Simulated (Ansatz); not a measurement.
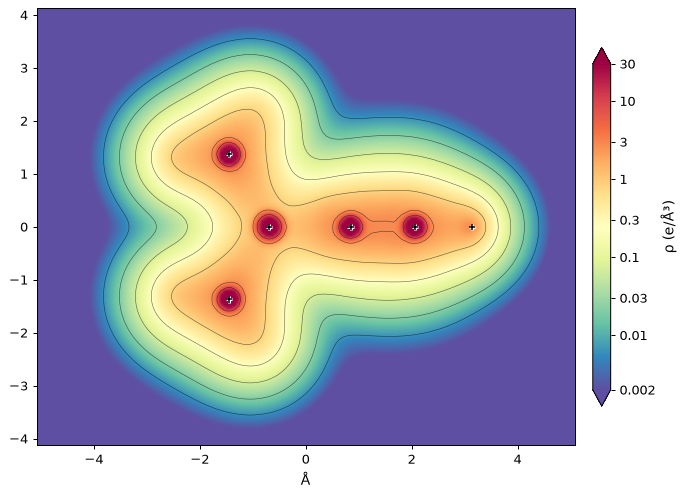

The total electron density on a plane through atoms (crosses mark nuclei in the plane).

Computed with RKS PBE0-D4/def2-TZVP (Ansatz).

Candidates:
A. C₄H₇B
B. Au₃H₅
C. Al₂Cl₂H₄

Question: Which candidate gave the map?

Answer: Candidate A: C₄H₇B on the plane of atoms C2, B1 and C10, which holds B, C and H. C–C (1.22 Å): the density is about 2.8 e/Å³ at the midpoint. C–B (1.53 Å): ρ at the midpoint is about 1.5 e/Å³.
